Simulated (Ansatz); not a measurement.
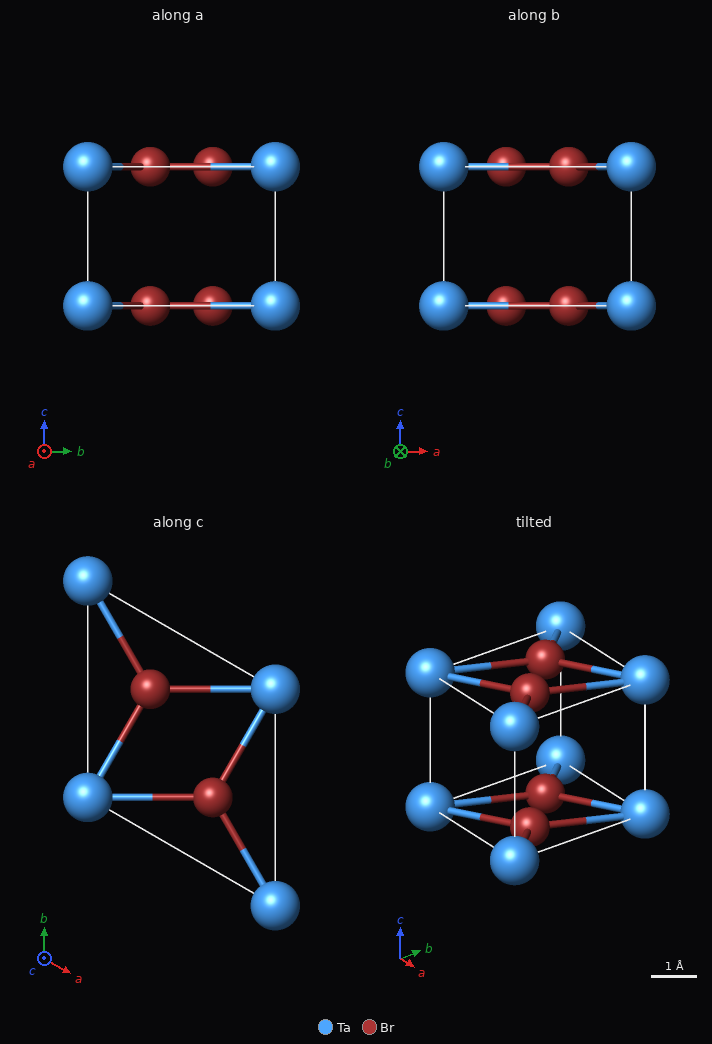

A ball-and-stick rendering, viewed along the a axis, along the b axis, along the c axis and slightly off an axis. The conventional unit cell is outlined; an atom on or near a face, edge or corner is repeated at each equivalent position.

Lattice parameters: a = 4.919 Å, b = 4.919 Å, c = 3.163 Å, α = 90.00°, β = 90.00°, γ = 120.00°.

Question: Transcribe the picture into a table of Wyckoff sites.

Answer: Space group P6/mmm (No. 191).
| atom | site | x | y | z |
| --- | --- | --- | --- | --- |
| Ta | 1a | 0.0000 | 0.0000 | 0.0000 |
| Br | 2c | 0.6667 | 0.3333 | 0.0000 |

The cell started as a random cell made by a generator, so it need not be a real form of the compound. Earlier steps of the study may have refined or changed the cell and positions. It went into a calculation with Ansatz.
